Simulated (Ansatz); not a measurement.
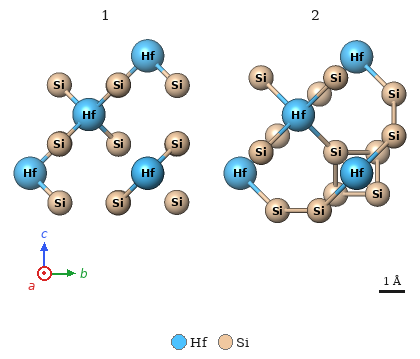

Two geometries of crystalline HfSi4 (a generated structure, set up in Fd-3m) (coarse preliminary run), drawn at one scale. One is the start of a relaxation, the other its converged end. A ball-and-stick model of the atoms within 4.2 Å of the atom that moves most (axes of the conventional cell (4 times the calculation's cell)), seen along the a axis. Lengths and directions refer to the drawn axes.

Method: DFT PBE, scalar-relativistic, plane waves, PAW in Ansatz. (plane-wave cutoff 420 eV; k-point mesh 4 × 4 × 4; occupations gaussian; smearing width 0.1 eV; no spin polarisation; cell and atoms relaxed; force threshold 0.04 eV/Å; at most 70 steps)

Question: Which of the two is the end point?

Answer: Structure 2 is the relaxed one. The largest moves relative to the cell, 0.55 Å, are those of Si atoms. Hf stays in place. Cell: a = b = c 9.502 → 9.418 Å (−0.9 %). Volume −2.6 %. Among the contacts that change: Si–Si 3.329 → 2.394 Å, Hf–Si 2.076 → 2.612 Å. New bonds form: Si–Si (3.33 → 2.39 Å). The space group stays Fd-3m (No. 227). The energy falls by 2190 meV per atom in 5 accepted moves (6 points after the start). The largest force component goes from 5.6 to 0.0014 eV/Å. The pressure goes from 24.70 to −0.20 GPa. The SCF was repeated once at an unchanged geometry on a basis and grid sized afresh for the cell, which shifted the energy by 0.1 meV per atom at most.
